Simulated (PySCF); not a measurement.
**C₅H₅N₂ (SMILES C=Cc1ncc[n-]1) (charge −1): density, localisation and related maps**

Input

```
{"job": {"kind": "nmr", "xc": "PBE0", "basis": "pcSseg-1"}, "charge": -1, "multiplicity": 1}
C     -2.408969    -0.160490     0.215469
C     -1.349856     0.619853    -0.018528
C      0.023172     0.228633     0.079478
N      1.020502     1.106753    -0.181436
C      2.135731     0.383518     0.013687
C      1.784491    -0.905191     0.384952
N      0.445721    -1.007682     0.427601
H     -2.280304    -1.188588     0.508253
H     -3.424847     0.199924     0.122898
H     -1.494171     1.655929    -0.313197
H      3.121602     0.810547    -0.118096
H      2.428129    -1.743894     0.617612
```

Command:

```sh
OMP_NUM_THREADS=1 python probes_run.py task.json out
```

Geometry: GFN2-xTB.

Computed with PySCF, PBE0/pcSseg-1, SCF density, gas phase, non-relativistic.

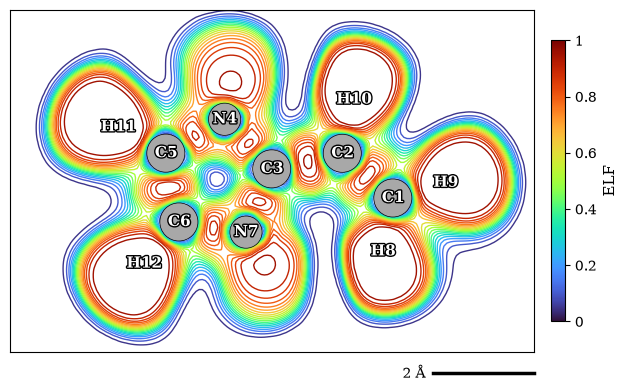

Figure 1. Electron localisation function on the molecular plane. Grey discs cover the atomic cores.

> What does the map show?

- The plane passes through C, N and H nuclei.
- C–C (1.34 Å): the ELF peaks at about 0.95 between the atoms (a short, multiple covalent bond).
- C–N (1.34 Å): the ELF peaks at about 0.90 between the atoms; localised, covalent bonding.
- C–H (1.08 Å): the ELF climbs to about 1 towards the hydrogen, as it does in any bond to H (a covalent bond by its length).
- C–C (1.39 Å): the ELF peaks at about 0.95 between the atoms, as expected for localised, covalent bonding.
- C–C (1.43 Å): the ELF peaks at about 0.95 between the atoms: a covalent bond.
- The ELF also peaks beside N7 and N4, away from the bonds: lone-pair regions.

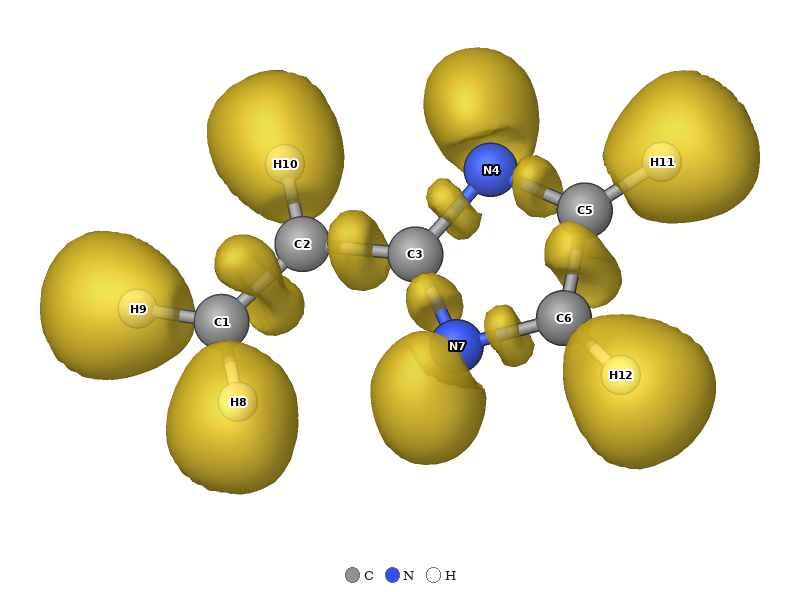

Figure 2. Isosurface of the ELF at 0.8 (yellow), seen at a tilt. Core shells and regions of very low density are left out.

> Identify the bonds, lone pairs and shells in this picture.

The ELF exceeds this value in three regions between bonded C–C atoms (shared pairs), four regions between bonded C–N atoms (shared pairs), five regions around hydrogen nuclei and two lobes on N, pointing away from the bonds (lone pairs).
